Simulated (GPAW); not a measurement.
# Cl/Rh(110): work function by functional and basis, part 2 of 2

How far do functional and basis move the work function of Cl/Rh(110)?

GPAW 26.7.0; GPAW, PAW setups; slab in vacuum, relaxation (the session's first sound run).

So far, upper work function (eV): step 2 (relaxation, PBE, GPAW) 5.49; step 3 (plane waves, PBE) 5.49; step 4 (OptPBE vdW: xc = "optPBE-vdW", GPAW, PAW setups, GPAW) 5.74.

**5. Self-consistent run: xc = "vdW-DF2"**

The same geometry under vdW-DF2, to see how far the functional moves the levels against the vacuum (the van der Waals functionals take revPBE setups).

Contents of run.py:

```python
import json
import numpy as np
from ase import Atoms
from gpaw import GPAW, PW

slab = Atoms(
    ['Rh', 'Rh', 'Rh', 'Rh', 'Rh', 'Cl'],
    positions=[
        [0.00000, 0.00000, 8.00000],
        [1.90000, 1.34350, 9.34350],
        [0.00000, 0.00000, 10.68701],
        [1.90000, 1.34350, 12.07427],
        [-0.00000, 0.00000, 13.39365],
        [-0.00000, 1.34350, 15.37427]],
    cell=[[3.8, 0.0, 0.0], [0.0, 2.68701, 0.0], [0.0, 0.0, 23.55549]],
    pbc=[True, True, False])

slab.calc = GPAW(mode=PW(400), xc='vdW-DF2', kpts={'size': (8, 12, 1), 'gamma': True},
                 occupations={'name': 'fermi-dirac', 'width': 0.1}, nbands='160%',
                 convergence={'density': 1e-05}, maxiter=200,
                 poissonsolver={'dipolelayer': 'xy'},
                 symmetry={'tolerance': 1e-3}, txt='slab.txt')
result = {}
energy = slab.get_potential_energy()
fermi = slab.calc.get_fermi_level()
v = slab.calc.get_electrostatic_potential().mean((0, 1)) - fermi
n = slab.calc.get_pseudo_density().mean((0, 1))
L = slab.cell[2, 2]
z = np.arange(len(v)) * L / len(v)
low, high = slab.positions[:, 2].min(), slab.positions[:, 2].max()
below, above = np.interp([low - 5.8, high + 5.8], z, v)
slopes = [np.interp(x, z, np.gradient(v, z)) for x in (low - 5.8, high + 5.8)]
eps = np.array([[slab.calc.get_eigenvalues(k, s) for k in range(len(slab.calc.get_ibz_k_points()))]
                for s in range(slab.calc.get_number_of_spins())]) - fermi
top, bottom = eps[eps < 0].max(), eps[eps > 0].min()
dipole = slab.get_dipole_moment()[2]
print(f'energy {energy:.4f} eV, Fermi level {fermi:.4f} eV, dipole {dipole:.5f} e A')
print(f'potential 5.8 A off the faces, from the Fermi level: lower {below:.4f} eV, upper {above:.4f} eV')
print(f'slope of the potential there: lower {slopes[0]:.5f}, upper {slopes[1]:.5f} eV/A')
print(f'nearest levels on the mesh: {top:.4f} and {bottom:.4f} eV')
print('magnetic moment', round(slab.get_magnetic_moment(), 3))
result.update(energy=energy, fermi=fermi, dipole=dipole, below=below, above=above, slopes=slopes, edges=[top, bottom],
              z=z.tolist(), v=v.tolist(), n=n.tolist(), positions=slab.positions.tolist(),
              forces=slab.get_forces(apply_constraint=False).tolist(), moments=slab.get_magnetic_moments().tolist())
json.dump(result, open('result.json', 'w'))
```

The run is started by

```bash
> OMP_NUM_THREADS=1 OPENBLAS_NUM_THREADS=1 python run.py
```

The program printed:

```text
energy -505.7667 eV, Fermi level 0.2776 eV, dipole -0.04300 e A
potential 5.8 A off the faces, from the Fermi level: lower 5.1849 eV, upper 5.9472 eV
slope of the potential there: lower -0.00030, upper 0.00002 eV/A
nearest levels on the mesh: -0.0065 and 0.0012 eV
magnetic moment 0.0
```

Elapsed: 7.4 min, on 1 thread of Arm Neoverse V1, shared host; peak memory 0.52 GiB.

Numbers from this step:

| Property | Result |
| --- | --- |
| dipole along the normal | -0.04300 e·Å |
| levels nearest the Fermi level on the mesh | -0.006543, 0.001199 eV from the Fermi level |
| upper work function | 5.947 eV |
| lower work function | 5.185 eV |

The upper face's work function is 5.947 eV, against 5.487 eV in the first plane-wave PBE run at this geometry.

**6. Self-consistent run: xc = "LDA"**

The same geometry under LDA, to see how far the functional moves the levels against the vacuum.

run.py: that of step 5 with these lines changed.

```diff
@@ -17,3 +17,3 @@
 
-slab.calc = GPAW(mode=PW(400), xc='vdW-DF2', kpts={'size': (8, 12, 1), 'gamma': True},
+slab.calc = GPAW(mode=PW(400), xc='LDA', kpts={'size': (8, 12, 1), 'gamma': True},
                  occupations={'name': 'fermi-dirac', 'width': 0.1}, nbands='160%',
```

The program printed:

```text
energy -43.1560 eV, Fermi level 0.2151 eV, dipole -0.03302 e A
potential 5.8 A off the faces, from the Fermi level: lower 5.1318 eV, upper 5.7171 eV
slope of the potential there: lower -0.00008, upper -0.00000 eV/A
nearest levels on the mesh: -0.0220 and 0.0013 eV
magnetic moment 0.0
```

Elapsed: 7.2 min, on 1 thread; peak memory 0.38 GiB.

This step gave:

* dipole along the normal: -0.03302 e·Å
* levels nearest the Fermi level on the mesh: -0.02204, 0.001324 eV from the Fermi level
* upper work function: 5.717 eV
* lower work function: 5.132 eV

The electrostatic potential energy of an electron (without an applied field's), less the Fermi level, planar mean oscillates, so the rows of the table below give means over windows of 1.37 Å about each position, cut where the curve ends. Its maxima inside the range that stand out by 2 % of the span (Å: eV): 8.6: -7.51, 10.0: -7.93, 11.4: -7.12, 12.7: -8.19, 14.5: 1.34. Its minima: 8.0: -14.2, 9.4: -15.2, 10.7: -15.1, 12.1: -15.2, 13.4: -14.6, 15.4: -14.5.

The electrostatic potential energy of an electron (without an applied field's), less the Fermi level, planar mean by z; means over each step:

```csv
z (Å),"electrostatic potential energy of an electron (without an applied field's), less the Fermi level, planar mean (eV)"
0.69,5.17
2.06,5.13
3.43,5.13
4.79,5.12
6.17,4.62
7.54,-5.96
8.91,-11.2
10.28,-11.5
11.65,-11.1
13.02,-11.3
14.39,-2.27
15.76,-4.94
17.12,5.48
18.50,5.71
19.86,5.72
21.23,5.72
22.61,5.71
```

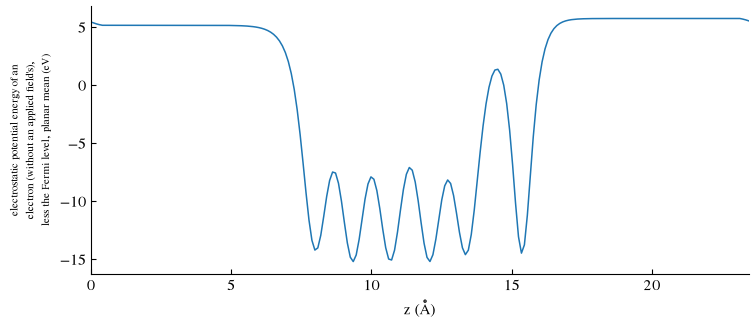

Electrostatic potential energy of an electron (without an applied field's), less the Fermi level, planar mean against z.

The upper face's work function is 5.717 eV, against 5.487 eV in the first plane-wave PBE run at this geometry.

**7. Self-consistent run: xc = "revPBE"**

The same geometry under revPBE, to see how far the functional moves the levels against the vacuum.

run.py: that of step 6 with these lines changed.

```diff
@@ -17,3 +17,3 @@
 
-slab.calc = GPAW(mode=PW(400), xc='LDA', kpts={'size': (8, 12, 1), 'gamma': True},
+slab.calc = GPAW(mode=PW(400), xc='revPBE', kpts={'size': (8, 12, 1), 'gamma': True},
                  occupations={'name': 'fermi-dirac', 'width': 0.1}, nbands='160%',
```

The program printed:

```text
energy -33.5171 eV, Fermi level 0.6115 eV, dipole -0.04456 e A
potential 5.8 A off the faces, from the Fermi level: lower 4.6014 eV, upper 5.3912 eV
slope of the potential there: lower -0.00010, upper -0.00001 eV/A
nearest levels on the mesh: -0.0033 and 0.0004 eV
magnetic moment 0.0
```

Elapsed: 6.4 min, on 1 thread; peak memory 0.38 GiB.

Numbers from this step:

| Item | Value |
| --- | --- |
| dipole along the normal | -0.04456 e·Å |
| levels nearest the Fermi level on the mesh | -0.003304, 3.77e-4 eV from the Fermi level |
| upper work function | 5.391 eV |
| lower work function | 4.601 eV |

The electrostatic potential energy of an electron (without an applied field's), less the Fermi level, planar mean oscillates, so the rows of the table below give means over windows of 1.37 Å about each position, cut where the curve ends. Its maxima inside the range that stand out by 2 % of the span (Å: eV): 8.6: -7.89, 10.0: -8.32, 11.4: -7.51, 12.7: -8.58, 14.5: 0.929. Its minima: 8.0: -14.5, 9.4: -15.5, 10.7: -15.4, 12.1: -15.5, 13.4: -14.9, 15.4: -14.8.

Electrostatic potential energy of an electron (without an applied field's), less the Fermi level, planar mean against z; means over each step:

```csv
z (Å),"electrostatic potential energy of an electron (without an applied field's), less the Fermi level, planar mean (eV)"
0.69,4.66
2.06,4.60
3.43,4.60
4.79,4.58
6.17,4.10
7.54,-6.34
8.91,-11.6
10.28,-11.8
11.65,-11.4
13.02,-11.7
14.39,-2.67
15.76,-5.22
17.12,5.16
18.50,5.39
19.86,5.39
21.23,5.39
22.61,5.38
```

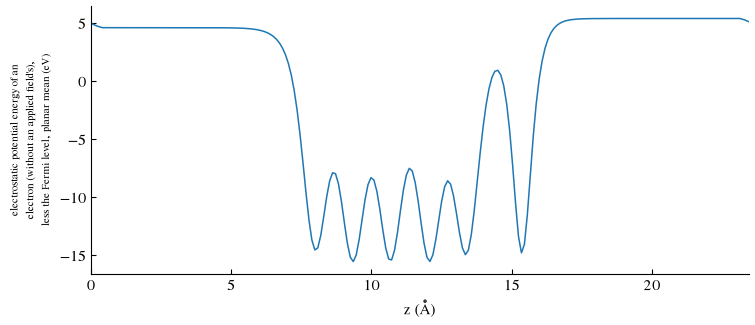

Electrostatic potential energy of an electron (without an applied field's), less the Fermi level, planar mean, plotted against z.

The upper face's work function is 5.391 eV, against 5.487 eV in the first plane-wave PBE run at this geometry.

**8. Self-consistent run: xc = "RPBE"**

The same geometry under RPBE, to see how far the functional moves the levels against the vacuum.

run.py: that of step 7 with these lines changed.

```diff
@@ -17,3 +17,3 @@
 
-slab.calc = GPAW(mode=PW(400), xc='revPBE', kpts={'size': (8, 12, 1), 'gamma': True},
+slab.calc = GPAW(mode=PW(400), xc='RPBE', kpts={'size': (8, 12, 1), 'gamma': True},
                  occupations={'name': 'fermi-dirac', 'width': 0.1}, nbands='160%',
```

The program printed:

```text
energy -32.8921 eV, Fermi level 0.6245 eV, dipole -0.04612 e A
potential 5.8 A off the faces, from the Fermi level: lower 4.5826 eV, upper 5.4001 eV
slope of the potential there: lower -0.00010, upper -0.00001 eV/A
nearest levels on the mesh: -0.0004 and 0.0001 eV
magnetic moment 0.0
```

Elapsed: 6.6 min, on 1 thread; peak memory 0.38 GiB.

Numbers from this step:

```yaml
dipole_along_the_normal: -0.04612 e·Å
levels_nearest_the_fermi_level_on_the_mesh: -4.18e-4, 1.45e-4 eV from the Fermi level
upper_work_function: 5.400 eV
lower_work_function: 4.583 eV
```

The electrostatic potential energy of an electron (without an applied field's), less the Fermi level, planar mean oscillates, so the rows of the table below give means over windows of 1.37 Å about each position, cut where the curve ends. Its maxima inside the range that stand out by 2 % of the span (Å: eV): 8.6: -7.92, 10.0: -8.34, 11.4: -7.53, 12.7: -8.60, 14.5: 0.898. Its minima: 8.0: -14.6, 9.4: -15.6, 10.7: -15.4, 12.1: -15.5, 13.4: -15.0, 15.4: -14.8.

Electrostatic potential energy of an electron (without an applied field's), less the Fermi level, planar mean against z; means over each step:

```csv
z (Å),"electrostatic potential energy of an electron (without an applied field's), less the Fermi level, planar mean (eV)"
0.69,4.64
2.06,4.58
3.43,4.58
4.79,4.56
6.17,4.07
7.54,-6.37
8.91,-11.6
10.28,-11.9
11.65,-11.4
13.02,-11.7
14.39,-2.70
15.76,-5.24
17.12,5.16
18.50,5.40
19.86,5.40
21.23,5.40
22.61,5.39
```

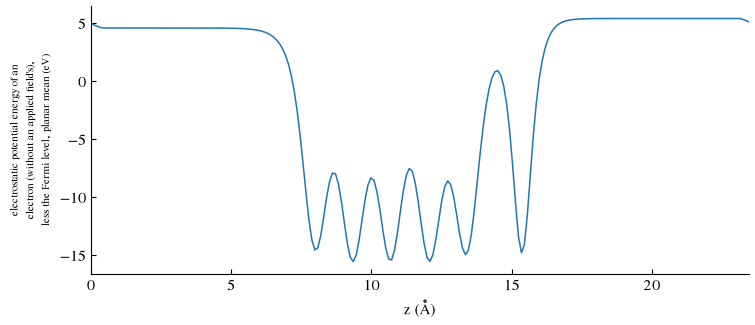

Electrostatic potential energy of an electron (without an applied field's), less the Fermi level, planar mean against z.

The upper face's work function is 5.400 eV, against 5.487 eV in the first plane-wave PBE run at this geometry.

**9. Real-space grid: mode = "fd"**

A real-space grid is a second complete basis, so it checks the plane-wave result.

run.py: that of step 8 with these lines changed.

```diff
@@ -3,3 +3,3 @@
 from ase import Atoms
-from gpaw import GPAW, PW
+from gpaw import GPAW
 
@@ -17,3 +17,3 @@
 
-slab.calc = GPAW(mode=PW(400), xc='RPBE', kpts={'size': (8, 12, 1), 'gamma': True},
+slab.calc = GPAW(mode='fd', h=0.18, xc='PBE', kpts={'size': (8, 12, 1), 'gamma': True},
                  occupations={'name': 'fermi-dirac', 'width': 0.1}, nbands='160%',
```

The program printed:

```text
energy -36.4324 eV, Fermi level -5.1220 eV, dipole -0.04111 e A
potential 5.8 A off the faces, from the Fermi level: lower 4.7577 eV, upper 5.4863 eV
slope of the potential there: lower -0.00004, upper 0.00000 eV/A
nearest levels on the mesh: -0.0110 and 0.0003 eV
magnetic moment 0.0
```

It took 43 min on 1 thread; peak memory 2.2 GiB.

Numbers from this step:

```yaml
dipole_along_the_normal: -0.04111 e·Å
levels_nearest_the_fermi_level_on_the_mesh: -0.01097, 3.05e-4 eV from the Fermi level
upper_work_function: 5.486 eV
lower_work_function: 4.758 eV
```

The electrostatic potential energy of an electron (without an applied field's), less the Fermi level, planar mean oscillates, so the rows of the table below give means over windows of 1.38 Å about each position, cut where the curve ends. Its maxima inside the range that stand out by 2 % of the span (Å: eV): 8.7: -7.76, 10.0: -8.24, 11.4: -7.49, 12.8: -8.52, 14.5: 1.03. Its minima: 8.0: -14.5, 9.4: -15.5, 10.7: -15.4, 12.0: -15.4, 13.4: -14.9, 15.3: -14.7.

Table of electrostatic potential energy of an electron (without an applied field's), less the Fermi level, planar mean by z; means over each step:

```csv
z (Å),"electrostatic potential energy of an electron (without an applied field's), less the Fermi level, planar mean (eV)"
0.69,4.77
2.07,4.76
3.45,4.76
4.83,4.74
6.21,4.18
7.59,-6.86
8.97,-11.5
10.35,-11.7
11.73,-11.4
13.11,-11.4
14.49,-2.64
15.87,-3.96
17.25,5.33
18.63,5.48
20.01,5.49
21.39,5.49
22.77,5.49
```

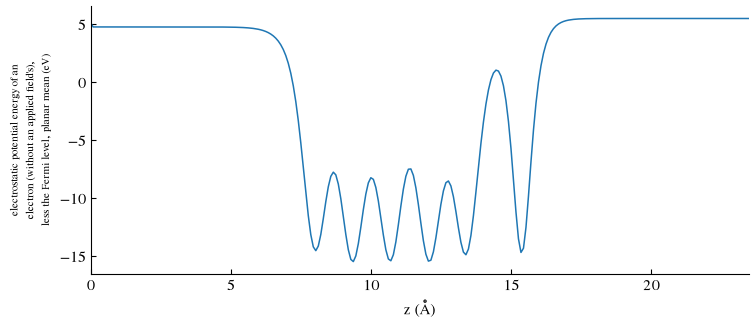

Electrostatic potential energy of an electron (without an applied field's), less the Fermi level, planar mean against z.

The upper face's work function is 5.486 eV, against 5.487 eV in the first plane-wave PBE run at this geometry.

**10. Atomic orbitals: mode = "lcao"**

Atom-centred orbitals end a few angstrom from the surface, which tests how much the density's tail matters.

run.py: that of step 9 with these lines changed.

```diff
@@ -17,4 +17,4 @@
 
-slab.calc = GPAW(mode='fd', h=0.18, xc='PBE', kpts={'size': (8, 12, 1), 'gamma': True},
-                 occupations={'name': 'fermi-dirac', 'width': 0.1}, nbands='160%',
+slab.calc = GPAW(mode='lcao', basis='dzp', h=0.18, xc='PBE', kpts={'size': (8, 12, 1), 'gamma': True},
+                 occupations={'name': 'fermi-dirac', 'width': 0.1}, nbands='120%',
                  convergence={'density': 1e-05}, maxiter=200,
```

The program printed:

```text
energy -34.3289 eV, Fermi level -5.1468 eV, dipole -0.04282 e A
potential 5.8 A off the faces, from the Fermi level: lower 4.7674 eV, upper 5.5262 eV
slope of the potential there: lower -0.00001, upper 0.00000 eV/A
nearest levels on the mesh: -0.0161 and 0.0027 eV
magnetic moment 0.0
```

The job ended after 48 min (1 thread; peak memory 0.53 GiB).

Numbers from this step:

| Quantity | Value |
| --- | --- |
| dipole along the normal | -0.04282 e·Å |
| levels nearest the Fermi level on the mesh | -0.01612, 0.002662 eV from the Fermi level |
| upper work function | 5.526 eV |
| lower work function | 4.767 eV |

The upper face's work function is 5.526 eV, against 5.487 eV in the first plane-wave PBE run at this geometry.

**11. The ladder**

Times are for 1 thread of Arm Neoverse V1, shared host. Results by setting:

```csv
no.,run,upper work function (eV),lower work function (eV),time,memory (GiB)
1,pw,5.487,4.758,7.1 min,0.38
2,optPBE vdW,5.739,4.965,7.1 min,0.52
3,vdW DF2,5.947,5.185,7.4 min,0.52
4,LDA,5.717,5.132,7.2 min,0.38
5,revPBE,5.391,4.601,6.4 min,0.38
6,RPBE,5.400,4.583,6.6 min,0.38
7,fd,5.486,4.758,43 min,2.2
8,lcao,5.526,4.767,48 min,0.53
```

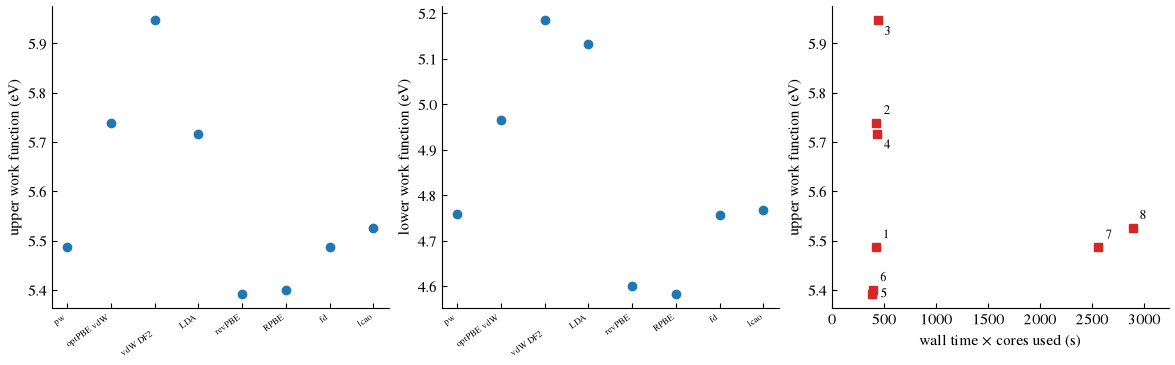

The series as plots; the last panel sets the first result against cost, with the runs numbered as in the table.

**12. Side by side**

Results and costs are gathered.

This step: comparison of work functions, dipole and cost (GPAW 26.7.0).

Ladder, by row:

```csv
step,code,"work function, upper (eV)","work function, lower (eV)",dipole (e Å),wall time (s),peak memory (GiB),threads
pw,GPAW,5.487,4.758,-0.04114,424,0.38,1
optPBE-vdW,GPAW,5.739,4.965,-0.04365,427.8,0.52,1
vdW-DF2,GPAW,5.947,5.185,-0.043,442,0.52,1
LDA,GPAW,5.717,5.132,-0.03302,434.2,0.38,1
revPBE,GPAW,5.391,4.601,-0.04456,386.6,0.38,1
RPBE,GPAW,5.4,4.583,-0.04612,396.7,0.38,1
fd,GPAW,5.486,4.758,-0.04111,2562,2.21,1
lcao,GPAW,5.526,4.767,-0.04282,2890,0.53,1
```

**13. Results**

| Property | Result |
| --- | --- |
| work function, upper and lower face | 5.487 and 4.758 eV |
| dipole along the normal | -0.0411 e Å |

With plane waves and PBE the work function is 5.49 eV on the upper face and 4.76 eV on the lower. The two faces differ by 0.73 eV, the step that the slab's dipole makes (e p/(ε0 A) gives 0.73 eV), so the dipole layer is needed. Over the sound runs of the table the upper face's work function spans 5.391 (revPBE) to 5.947 eV (vdW-DF2). The cell of 10.2 Å² holds one Cl, started on one chosen site; other sites and coverages weren't tried. The in-plane lattice was kept as typed, which isn't the functional's own and leaves some strain; spin-orbit coupling and temperature are left out.

[Logs are printed without paths, hosts, clocks, repeated set-up lines and the standing remarks that a program may print on its own settings, such as how far it seeks lower states.]

[Hosts, paths, dates, database ids (printed as entryN), source tags and the programs' standing remarks are cut or masked in the printed files.]
